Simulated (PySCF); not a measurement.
Breaking a bond: CN, doublet.

- UKS-CAM-B3LYP = unrestricted CAM-B3LYP/cc-pVTZ in PySCF 2.14.0
- UKS-BHandHLYP = unrestricted BHandHLYP/cc-pVTZ (PySCF)
- ROHF/cc-pVTZ (PySCF)

Magnitude of the dipole moment (D; its direction can reverse along the curve, and a method can change to another solution) and Mulliken charge of the fragment that holds C1:

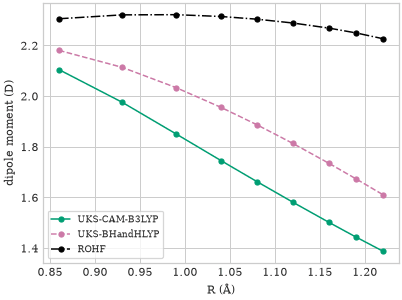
Figure. Dipole moment against bond length.

```
R / Å  μ UKS-CAM-B3LYP  q UKS-CAM-B3LYP  μ UKS-BHandHLYP  q UKS-BHandHLYP  μ ROHF  q ROHF
-----  ---------------  ---------------  ---------------  ---------------  ------  ------
0.86              2.10            -0.34             2.18            -0.28    2.31   -0.22
0.93              1.98            -0.24             2.11            -0.19    2.32   -0.13
0.99              1.85            -0.16             2.03            -0.12    2.32   -0.07
1.04              1.75            -0.10             1.96            -0.06    2.31   -0.02
1.08              1.66            -0.07             1.89            -0.03    2.30    0.01
1.12              1.58            -0.03             1.81             0.01    2.29    0.05
1.16              1.50             0.00             1.74             0.04    2.27    0.07
1.19              1.44             0.02             1.67             0.06    2.25    0.09
1.22              1.39             0.04             1.61             0.07    2.23    0.11
```

The scan ran from 0.86 to 4.65 Å; beyond the distances shown one of the unrestricted levels run for this scan, shown here or not, changes its spin distribution in one step.
